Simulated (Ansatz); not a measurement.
# Calculations on H₂C₃F₄

### Relaxation

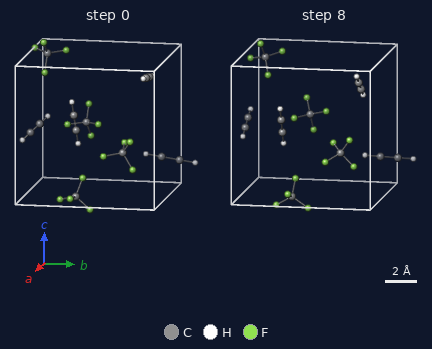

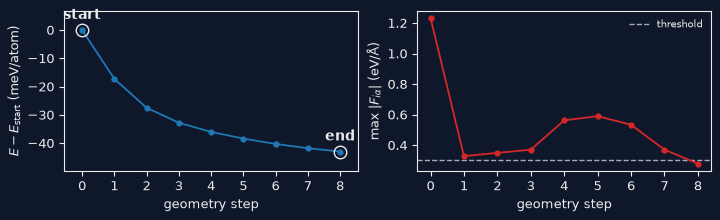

First and last geometry of a relaxation of an amorphous cell of composition H2C3F4, with the history of the run. Style: ball-and-stick. Shown: the cell of the calculation (origin shifted), slightly off an axis.

The cell holds 4 C2H2 + 4 CF4. The run prepares the start of a later molecular dynamics calculation, from a guessed geometry.

These are results of Ansatz, DFT PBE, scalar-relativistic, plane waves, PAW, not measurements.

The input:
```yaml
crystal:
  lattice:
    - [9.424893, 0.0, 0.0]
    - [0.0, 9.424893, 0.0]
    - [0.0, 0.0, 9.424893]
  atoms:
    - { symbol: C, position: [0.3067809, 0.2393537, 0.5846513] }
    - { symbol: C, position: [0.1929449, 0.2834114, 0.6264943] }
    - { symbol: H, position: [0.0931727, 0.322026, 0.6631677] }
    - { symbol: H, position: [0.4065531, 0.2007391, 0.5479779] }
    - { symbol: C, position: [0.6853466, 0.1468154, 0.0879691] }
    - { symbol: C, position: [0.557644, 0.1442633, 0.0696367] }
    - { symbol: H, position: [0.4457183, 0.1420265, 0.0535692] }
    - { symbol: H, position: [0.7972723, 0.1490521, 0.1040366] }
    - { symbol: C, position: [0.6386085, 0.6171875, 0.7888352] }
    - { symbol: C, position: [0.5878381, 0.6237265, 0.6703863] }
    - { symbol: H, position: [0.5433401, 0.6294577, 0.566571] }
    - { symbol: H, position: [0.6831065, 0.6114563, 0.8926505] }
    - { symbol: C, position: [0.9012648, 0.2341193, 0.3452206] }
    - { symbol: C, position: [0.9307928, 0.1108705, 0.3694769] }
    - { symbol: H, position: [0.9566727, 0.0028483, 0.3907365] }
    - { symbol: H, position: [0.8753849, 0.3421415, 0.323961] }
    - { symbol: C, position: [0.2633557, 0.6343264, 0.6665327] }
    - { symbol: F, position: [0.3302138, 0.5104455, 0.6579104] }
    - { symbol: F, position: [0.1814798, 0.6515619, 0.5529981] }
    - { symbol: F, position: [0.1835872, 0.6367034, 0.7828176] }
    - { symbol: F, position: [0.358142, 0.7385949, 0.6724048] }
    - { symbol: C, position: [0.6208759, 0.6271205, 0.1998326] }
    - { symbol: F, position: [0.7610067, 0.6142242, 0.2092052] }
    - { symbol: F, position: [0.5688663, 0.6668925, 0.3247486] }
    - { symbol: F, position: [0.5889963, 0.724163, 0.1025841] }
    - { symbol: F, position: [0.5646342, 0.5032023, 0.1627925] }
    - { symbol: C, position: [0.5782571, 0.9571932, 0.5197847] }
    - { symbol: F, position: [0.6559944, 1.0261199, 0.6151621] }
    - { symbol: F, position: [0.6329558, 0.8289779, 0.4983442] }
    - { symbol: F, position: [0.4460224, 0.9445678, 0.5671705] }
    - { symbol: F, position: [0.5780557, 1.0291073, 0.3984622] }
    - { symbol: C, position: [0.2356609, 0.3478941, 0.1465792] }
    - { symbol: F, position: [0.1664601, 0.4700856, 0.1596678] }
    - { symbol: F, position: [0.3375628, 0.3409255, 0.2438329] }
    - { symbol: F, position: [0.1457791, 0.2407669, 0.1649058] }
    - { symbol: F, position: [0.2928416, 0.3397983, 0.0179105] }
basis:
  ecutwfc: 420.0
kpoints:
  mp_grid: { grid: [1, 1, 1] }
hamiltonian:
  xc: pbe
scf:
  occupations: { method: fermi_dirac, width: 0.02 }
  lower_state_search: "off"
relax:
  f_tol: 0.3
  max_steps: 15
  adjacent_minimum: "off"
output:
  write_density: true
  write_potential: true
  elf: true
  volumetric_format: npy
```

Launched with:
```bash
ansatz run input.yaml --threads 2 --pin off --max-ram 5120MiB --backend cpu --events-out ev --progress --plain --runs-dir out
```

Question: Did the run converge, and what did it change?

Answer: It converged. The largest move is that of F21, 1.38 Å along [−3 2 2]. Largest moves by element: F 1.38 Å, H 1.30 Å, C 1.03 Å. The lattice vectors keep their values. Among the contacts that change: C5–H8 1.066 → 1.079 Å, C13–C14 1.216 → 1.208 Å, C17–F19 1.329 → 1.337 Å, C10–H11 1.066 → 1.073 Å. After 8 geometry steps the energy has fallen by 43.0 meV per atom. The largest force component goes from 1.2 to 0.28 eV/Å.

### Dynamics

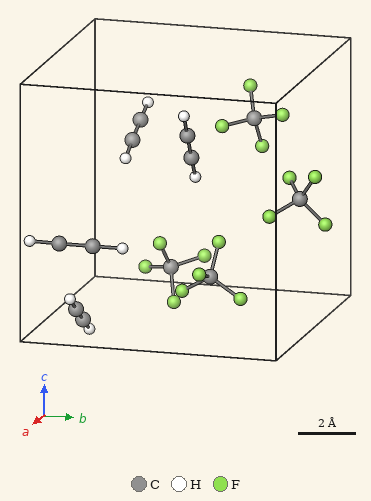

Starting frame of a dynamics run of a periodic cell with 4 C2H2 + 4 CF4 at 0.905 g/cm³. A ball-and-stick model of the simulation cell, seen slightly off an axis.

Method: DFT PBE, scalar-relativistic, plane waves, PAW (Ansatz 0.2.0).

The input:
```yaml
crystal:
  lattice:
    - [9.424893, 0.0, 0.0]
    - [0.0, 9.424893, 0.0]
    - [0.0, 0.0, 9.424893]
  atoms:
    - { symbol: C, position: [0.27890182, 0.22487995, 0.61452451] }
    - { symbol: C, position: [0.16008709, 0.22172116, 0.66256047] }
    - { symbol: H, position: [0.05366488, 0.21982224, 0.70307707] }
    - { symbol: H, position: [0.38361955, 0.22864436, 0.57025989] }
    - { symbol: C, position: [0.67788863, 0.12108269, 0.05106726] }
    - { symbol: C, position: [0.56887899, 0.11662204, -0.01712162] }
    - { symbol: H, position: [0.47226712, 0.11318788, -0.07820758] }
    - { symbol: H, position: [0.77319701, 0.12518253, 0.11434421] }
    - { symbol: C, position: [0.73833383, 0.57429174, 0.77361226] }
    - { symbol: C, position: [0.66415132, 0.56821726, 0.66916259] }
    - { symbol: H, position: [0.59729024, 0.56420147, 0.57712569] }
    - { symbol: H, position: [0.80438269, 0.57986298, 0.86622164] }
    - { symbol: C, position: [0.89204274, 0.24900041, 0.35943054] }
    - { symbol: C, position: [0.94619293, 0.13388245, 0.37473649] }
    - { symbol: H, position: [0.99484643, 0.03216903, 0.38983106] }
    - { symbol: H, position: [0.84516484, 0.35182205, 0.3463297] }
    - { symbol: C, position: [0.19650061, 0.67724526, 0.71164407] }
    - { symbol: F, position: [0.30106265, 0.5823729, 0.70025861] }
    - { symbol: F, position: [0.12887012, 0.68852232, 0.58749367] }
    - { symbol: F, position: [0.1044527, 0.63505964, 0.81178529] }
    - { symbol: F, position: [0.25039033, 0.80364743, 0.74777543] }
    - { symbol: C, position: [0.61730951, 0.62824555, 0.19916065] }
    - { symbol: F, position: [0.75329814, 0.62480698, 0.24164489] }
    - { symbol: F, position: [0.5331159, 0.6372747, 0.31367238] }
    - { symbol: F, position: [0.59662066, 0.7404749, 0.11619811] }
    - { symbol: F, position: [0.58764367, 0.50943081, 0.12832478] }
    - { symbol: C, position: [0.61003075, 0.97668948, 0.52523899] }
    - { symbol: F, position: [0.66596845, 1.05237445, 0.63046455] }
    - { symbol: F, position: [0.70705943, 0.88587195, 0.47428497] }
    - { symbol: F, position: [0.49797596, 0.90343028, 0.57364506] }
    - { symbol: F, position: [0.56741631, 1.06375493, 0.42121265] }
    - { symbol: C, position: [0.22506555, 0.35952577, 0.11796536] }
    - { symbol: F, position: [0.13272975, 0.46409076, 0.14561835] }
    - { symbol: F, position: [0.31012383, 0.34150577, 0.22980365] }
    - { symbol: F, position: [0.15404675, 0.23924511, 0.09184623] }
    - { symbol: F, position: [0.30259781, 0.39400701, 0.00399542] }
basis:
  ecutwfc: 420.0
kpoints:
  mp_grid: { grid: [1, 1, 1] }
hamiltonian:
  xc: pbe
scf:
  occupations: { method: fermi_dirac, width: 0.02 }
  lower_state_search: "off"
md:
  timestep: 0.5
  n_steps: 230
  ensemble: nvt_langevin
  temperature: 1500.0
  initial_velocities: maxwell_boltzmann
  seed: 937747
  friction: 0.02
```

Command:
```bash
ansatz run input.yaml --threads 2 --pin off --max-ram 5120MiB --backend cpu --events-out ev --progress --plain --runs-dir out
```

> What does the trajectory do?

Over the second half the temperature averages 1345 K (spread ±96 K). The potential energy in the second half lies on average 120 meV per atom above the first frame. In the second half of the run the atoms are, in the root-mean-square, this far from where they began (common drift taken out): H 1.93 Å, C 0.75 Å, F 0.59 Å. The heavy atoms stay within a fraction of a molecule's size of their starting places, while the hydrogen atoms travel further, as molecules turn; so short a run doesn't tell a liquid from a solid.

Along the run (each row but the first and the last is the mean over the interval that it begins):

```
time (fs)  potential energy (meV/atom)  T (K)
      0.0                          0.0   1458
     11.5                         75.4    953
     23.0                         59.5   1271
     34.5                         91.7   1112
     46.0                         95.0   1273
     57.5                         99.0   1356
     69.0                        123.5   1280
     80.5                        119.6   1385
     92.0                        141.5   1346
    103.5                        119.0   1351
    115.0                         96.9   1518
```

The paths of the atoms:

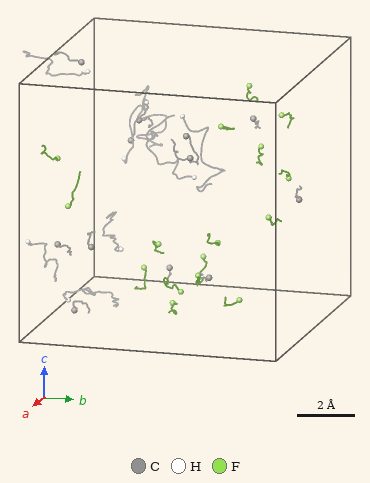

Cost: 12 min on 2 threads of Arm Neoverse V1, with other jobs on the host, peak memory 0.67 GiB.

### Dynamics

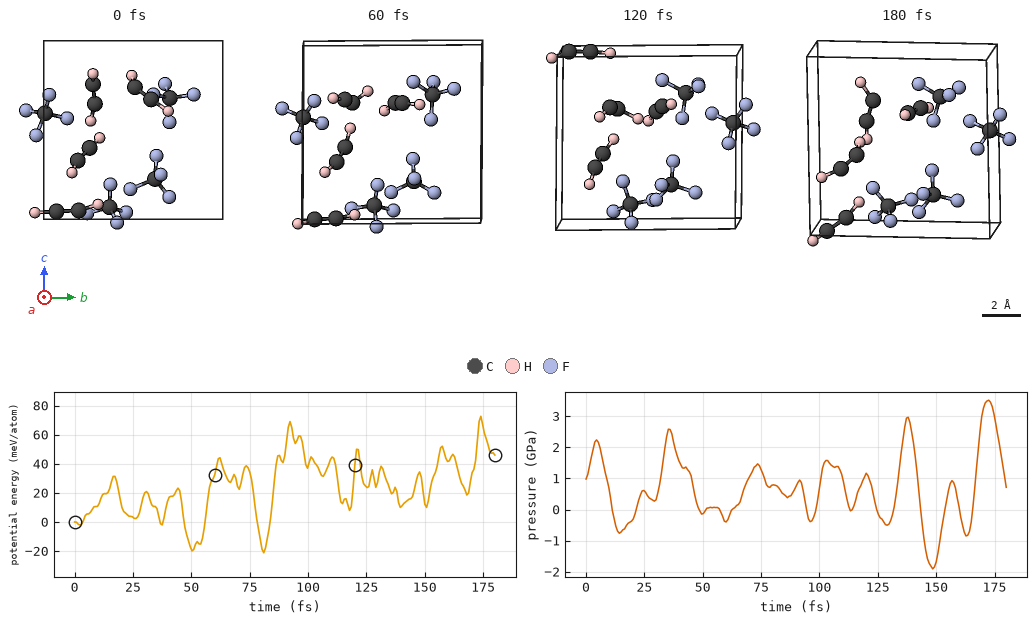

Molecular dynamics of a periodic cell with 4 C2H2 + 4 CF4 at 0.905 g/cm³, 180 fs long. It starts from the last geometry of an earlier run, with fresh velocities. Frames and the history of the run. A ball-and-stick model of the simulation cell, seen along the a axis. Atoms that leave the cell re-enter on the other side.

These are results of Ansatz, DFT PBE, scalar-relativistic, plane waves, PAW, not measurements. Set-up: plane-wave cutoff 420 eV; k-point mesh 1 × 1 × 1; Fermi-Dirac smearing 0.02 eV; Langevin thermostat and barostat (NPT); set temperature 1500 K; time step 0.75 fs; friction 0.02 per fs; target pressure 0 GPa.

Input file:
```yaml
crystal:
  lattice:
    - [9.424893, 0.0, 0.0]
    - [0.0, 9.424893, 0.0]
    - [0.0, 0.0, 9.424893]
  atoms:
    - { symbol: C, position: [0.21618503, 0.27104864, 0.75212625] }
    - { symbol: C, position: [0.14478658, 0.28171322, 0.64217633] }
    - { symbol: H, position: [0.07751045, 0.25808386, 0.54684774] }
    - { symbol: H, position: [0.31783625, 0.27098106, 0.81009708] }
    - { symbol: C, position: [0.6648935, 0.1913435, 0.04615551] }
    - { symbol: C, position: [0.67052773, 0.0670264, 0.04056785] }
    - { symbol: H, position: [0.64983556, -0.054157, 0.0337747] }
    - { symbol: H, position: [0.66839687, 0.29954651, 0.07971297] }
    - { symbol: C, position: [0.69956358, 0.59590404, 0.66743539] }
    - { symbol: C, position: [0.63345476, 0.50561566, 0.73547474] }
    - { symbol: H, position: [0.53380811, 0.4882038, 0.80082274] }
    - { symbol: H, position: [0.73309328, 0.69221333, 0.60176996] }
    - { symbol: C, position: [0.78654447, 0.25208317, 0.39573484] }
    - { symbol: C, position: [0.87540072, 0.18594316, 0.3248684] }
    - { symbol: H, position: [0.96467302, 0.15363106, 0.25773668] }
    - { symbol: H, position: [0.71010779, 0.30822756, 0.45199008] }
    - { symbol: C, position: [0.16812592, 0.70091428, 0.6747799] }
    - { symbol: F, position: [0.28251122, 0.60891318, 0.69483203] }
    - { symbol: F, position: [0.16568308, 0.69912467, 0.53948633] }
    - { symbol: F, position: [0.06282705, 0.67428188, 0.75359885] }
    - { symbol: F, position: [0.20329153, 0.83494059, 0.6944027] }
    - { symbol: C, position: [0.62421856, 0.61792014, 0.22212568] }
    - { symbol: F, position: [0.76165163, 0.6500813, 0.24617832] }
    - { symbol: F, position: [0.55957162, 0.62596559, 0.35183513] }
    - { symbol: F, position: [0.56665254, 0.69763942, 0.12123534] }
    - { symbol: F, position: [0.62554951, 0.47980991, 0.16505177] }
    - { symbol: C, position: [0.62644712, 1.0026519, 0.58944654] }
    - { symbol: F, position: [0.71547161, 1.02650206, 0.6930462] }
    - { symbol: F, position: [0.69522613, 0.95344689, 0.4663931] }
    - { symbol: F, position: [0.53290388, 0.89634956, 0.60559135] }
    - { symbol: F, position: [0.54956808, 1.12656921, 0.56152183] }
    - { symbol: C, position: [0.22130087, 0.3634208, 0.06417816] }
    - { symbol: F, position: [0.12000454, 0.4566201, 0.03555525] }
    - { symbol: F, position: [0.26558059, 0.3681746, 0.19167336] }
    - { symbol: F, position: [0.18054786, 0.23888503, 0.02995551] }
    - { symbol: F, position: [0.3282522, 0.40622409, -0.02199356] }
basis:
  ecutwfc: 420.0
kpoints:
  mp_grid: { grid: [1, 1, 1] }
hamiltonian:
  xc: pbe
scf:
  occupations: { method: fermi_dirac, width: 0.02 }
  lower_state_search: "off"
md:
  timestep: 0.75
  n_steps: 240
  ensemble: npt_langevin
  temperature: 1500.0
  initial_velocities: maxwell_boltzmann
  seed: 573
  friction: 0.02
  pressure: 0.0
  fix_cell: []
```

Run as
```bash
ansatz run input.yaml --threads 2 --pin off --max-ram 5120MiB --backend cpu --events-out ev --progress --plain --runs-dir out
```

**What happens in this trajectory?**

In the second half of the run the atoms are, in the root-mean-square, this far from where they began (common drift taken out): H 1.24 Å, F 0.87 Å, C 0.61 Å. The heavy atoms stay within a fraction of a molecule's size of their starting places; so short a run doesn't tell a liquid from a solid. Over the second half the temperature averages 1495 K (spread ±134 K). The potential energy in the second half lies on average 35.0 meV per atom above the first frame. The mean pressure there is 0.7 GPa. The volume ends +5.1 % from the start. The conserved quantity stays between −1.1 and 0.42 meV per atom of its start. A straight-line fit has a slope that amounts to −0.12 meV per atom over 180 fs (under 0.1 % of the mean kinetic energy), and the ripple about it is 1.3 % of the kinetic energy's fluctuation. With a drift under 2 % and a ripple under 7 %, the integration is accurate.
